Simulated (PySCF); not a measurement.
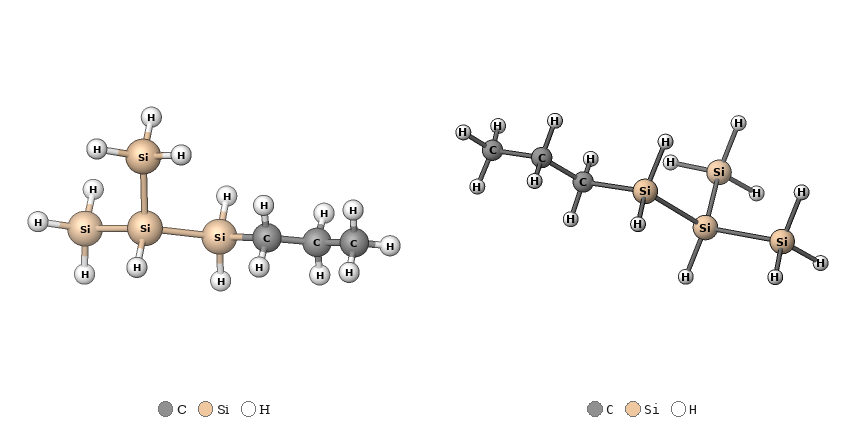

The same structure drawn twice, from different directions.

The geometry was computed by an optimisation with PBE0-D3(BJ)/def2-SVP. No frequency run is at hand to confirm it as a minimum.

Give the formula.

C3H16Si4, 23 atoms: 3 carbon, 16 hydrogen and 4 silicon.

Name functional groups in it.

Among them: Si–H bond.

Describe its rings.

It has no ring.

What is the point group of this geometry?

C1.

Give a SMILES string for it.

CCC[SiH2][SiH]([SiH3])[SiH3]

The parts below concern this one geometry. Atoms keep their numbers from picture to picture.

### NMR shielding

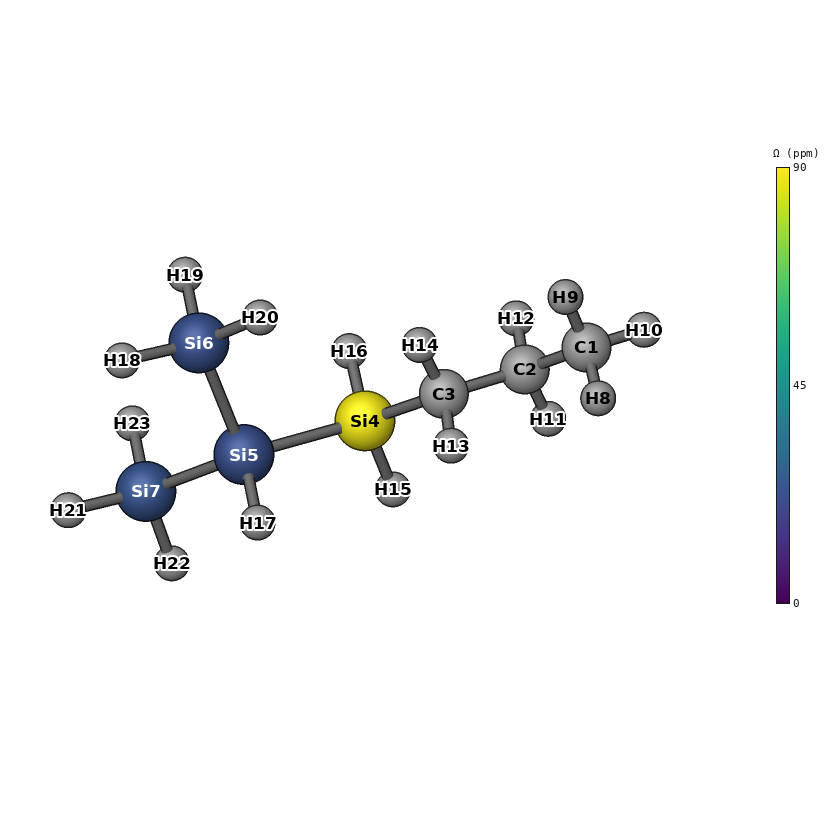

The Si atoms are coloured by the span of their shielding tensor. No frequency run is at hand to confirm it as a minimum. Level of theory: GIAO PBE0/pcSseg-1 NMR shielding, non-relativistic, IEF-PCM water (PySCF 2.14.0). Principal shieldings σ11 ≤ σ22 ≤ σ33, span Ω = σ33 − σ11, skew κ = 3(σiso − σ22)/Ω.

Which Si atom has the most anisotropic shielding?

Si4, with a span of 88 ppm.

Give the shielding tensors of the Si atoms.

| atom | σ11 | σ22 | σ33 | σiso | Ω | κ |
| --- | --- | --- | --- | --- | --- | --- |
| Si4 | 378.5 | 390.2 | 466.3 | 411.7 | 87.8 | 0.73 |
| Si5 | 473.4 | 485.1 | 495.7 | 484.8 | 22.3 | −0.05 |
| Si6 | 445.1 | 450.1 | 467.9 | 454.4 | 22.8 | 0.56 |
| Si7 | 444.4 | 450.4 | 468.3 | 454.4 | 23.9 | 0.50 |

Shieldings and span in ppm.

### Electronic properties

No frequency run is at hand to confirm it as a minimum. Properties computed with KT3/pcSseg-1, gas phase (PySCF 2.14.0).

Estimate the LUMO energy (Kohn–Sham orbital).

−0.87 eV.

Estimate the dipole moment.

1.09 D.

What is the HOMO energy (Kohn–Sham orbital)?

−6.77 eV.

### Charges

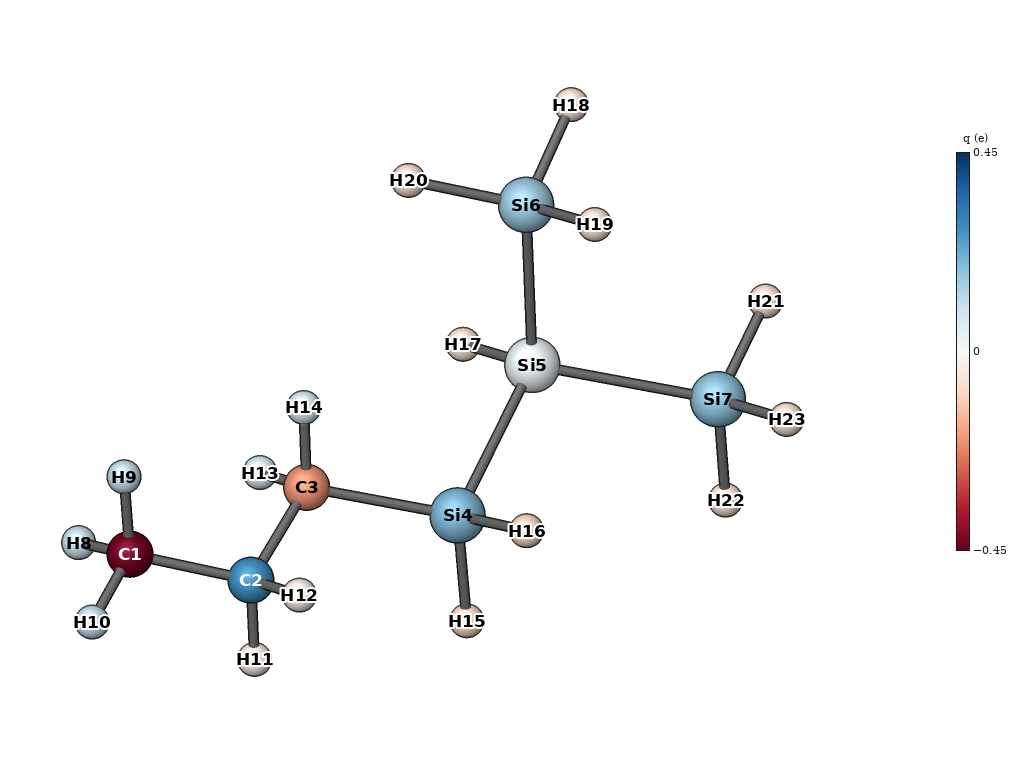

Atoms are coloured by their ESP-fitted charges. No frequency run is at hand to confirm it as a minimum. Properties computed with PBE0/pcSseg-1, gas phase (PySCF 2.14.0).

List the ESP-fitted charges.

```csv
atom,value (e)
C1,−0.44
C2,0.28
C3,−0.20
Si4,0.20
Si5,0.03
Si6,0.16
Si7,0.18
H8,0.10
H9,0.10
H10,0.10
H11,−0.03
H12,−0.03
H13,0.06
H14,0.07
H15,−0.08
H16,−0.09
H17,−0.05
H18,−0.05
H19,−0.06
H20,−0.06
H21,−0.06
H22,−0.06
H23,−0.06
```
